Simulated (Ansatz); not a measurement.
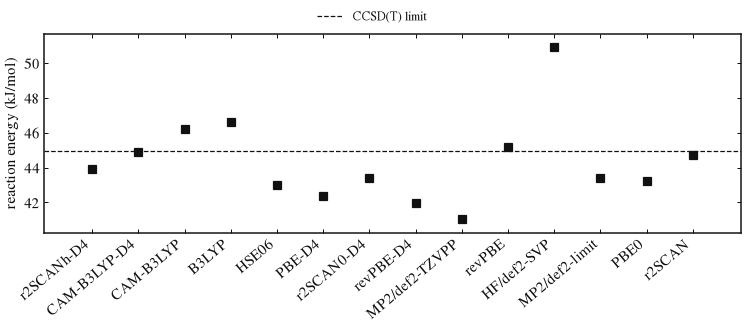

Electronic reaction energy of AlHOBrF ([OH][Al]([F])[Br]) + H₂O (O) → AlH₂O₂Br ([OH][Al]([OH])[Br]) + HF (F) (SMILES in brackets) at several levels (functionals in def2-TZVPP unless a basis is named), isolated molecules at PBE0-D4 triple-zeta geometries, minima by their frequencies, no zero-point or thermal terms, the Ansatz code. The line is frozen-core CCSD(T) at the basis limit (MP2 extrapolated from triple and quadruple zeta, plus CCSD(T) less MP2 in a smaller set). No dispersion term is added to CAM-B3LYP, B3LYP, HSE06, revPBE, PBE0 and r2SCAN. The distance of MP2/def2-TZVPP and HF/def2-SVP to the limit includes basis error.

What range do the values span, the line included?

Answer. From 41.1 kJ/mol (MP2/def2-TZVPP) to 50.9 kJ/mol (HF/def2-SVP).

Give the values.

Answer.
| level | kJ/mol | less CCSD(T) limit |
| --- | --- | --- |
| r2SCANh-D4 | 43.9 | −1.0 |
| CAM-B3LYP-D4 | 44.9 | 0.0 |
| CAM-B3LYP | 46.2 | 1.3 |
| B3LYP | 46.6 | 1.7 |
| HSE06 | 43.0 | −2.0 |
| PBE-D4 | 42.4 | −2.6 |
| r2SCAN0-D4 | 43.4 | −1.5 |
| revPBE-D4 | 42.0 | −3.0 |
| MP2/def2-TZVPP | 41.1 | −3.9 |
| revPBE | 45.2 | 0.2 |
| HF/def2-SVP | 50.9 | 6.0 |
| MP2/def2-limit | 43.4 | −1.5 |
| PBE0 | 43.2 | −1.7 |
| r2SCAN | 44.8 | −0.2 |
| CCSD(T) limit | 44.9 | 0.0 |

Known limits of this run: no scalar relativity up to krypton; outer-core shells are correlated without core-valence functions, which makes the correlated values less sure.
